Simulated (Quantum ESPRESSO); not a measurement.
## What a tighter setting buys: conv_thr, SnF3 (P-1, 16 atoms in the cell)

Cell: a = 4.1922 Å, b = 7.5032 Å, c = 9.2922 Å, α = 89.24°, β = 86.64°, γ = 85.79°.

Level of theory: PBEsol, GBRV 1.5 ultrasoft (PBESOL) pseudopotentials (plane waves; Quantum ESPRESSO).

Base settings: ecutwfc = 40 Ry; ecutrho = 200 Ry; occupations = smearing; smearing = fermi-dirac; degauss = 0.0036749 Ry; potentials = {Sn: sn_pbesol_v1.4.uspp.F.UPF, F: f_pbesol_v1.4.uspp.F.UPF}; K_POINTS = automatic 6 3 3 1 1 1; conv_thr = 1e-10 Ry.

Misses are taken against the tightest run, 7.3e-14 Ry, which need not be fully converged itself.

The count of work is k-points × plane waves × bands × iterations; it is no time, and leaves out set-up, grids and terms that scale otherwise. 

The starting cell comes from a database of computed structures (which also holds hypothetical and non-ambient phases and stackings), without a prior relaxation at this level. In the base run, with a pressure of about -3 GPa the cell is away from its equilibrium volume at this level. The shifted mesh does not hold Γ, so a gap read on it misses any band edge there.

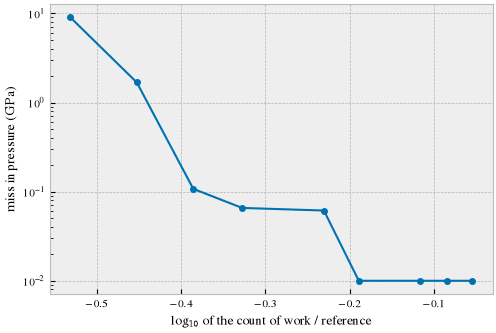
Miss against the count of work; the reference run is not drawn, and misses under 0.01 GPa are drawn there.

```
conv_thr    pressure less reference (GPa)  largest difference in the force on any atom (eV/Å)  gap on the mesh less reference (eV)  count of work / reference
----------  -----------------------------  --------------------------------------------------  -----------------------------------  -------------------------
0.0073 Ry                           -9.09                                               2.201                                0.042                       0.29
0.00073 Ry                          -1.68                                               0.637                               -0.001                       0.35
7.3e-05 Ry                          -0.11                                               0.100                               -0.012                       0.41
7.3e-06 Ry                           0.07                                               0.116                                0.003                       0.47
7.3e-07 Ry                           0.06                                               0.006                                0.000                       0.59
7.3e-08 Ry                           0.00                                               0.004                                0.000                       0.65
7.3e-10 Ry                           0.00                                               0.001                                0.000                       0.76
1e-10 Ry                             0.00                                               0.000                                0.000                       0.82
7.3e-12 Ry                           0.00                                               0.000                                0.000                       0.88
7.3e-14 Ry                           0.00                                               0.000                                0.000                        1.0
```

Coarsest setting among those run that, with all tighter ones, holds the pressure within 2 GPa of the reference: 0.00073 Ry, off by 1.7 GPa; it needs 0.35 of the reference's count of work.

Coarsest setting among those run that, with all tighter ones, holds the pressure within 0.5 GPa of the reference: 7.3e-05 Ry, off by 0.11 GPa; it needs 0.41 of the reference's count of work.

The step from 0.0073 Ry to 7.3e-12 Ry: it takes the miss in the pressure from 9.1 to 0.001 GPa, for 3.0 times the count of work.
